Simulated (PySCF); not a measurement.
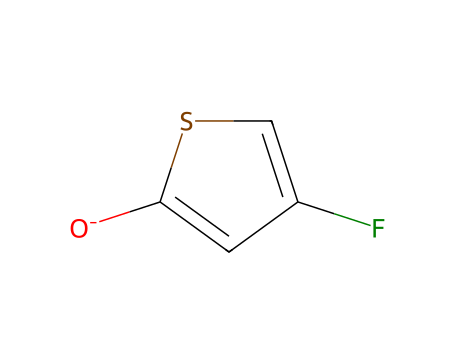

The species has charge −1 and is a spin singlet. Computed geometry: GFN2-xTB optimisation. No frequency run is at hand to confirm it as a minimum. Properties computed with ωB97X-D/def2-SVPD, gas phase (PySCF 2.14.0).

Computed properties:

The species is C₄H₂FOS⁻ (`[O-]c1cc(F)cs1`).
- HOMO energy (Kohn–Sham orbital): −2.28 eV
- mean static polarisability: 79.2 bohr³
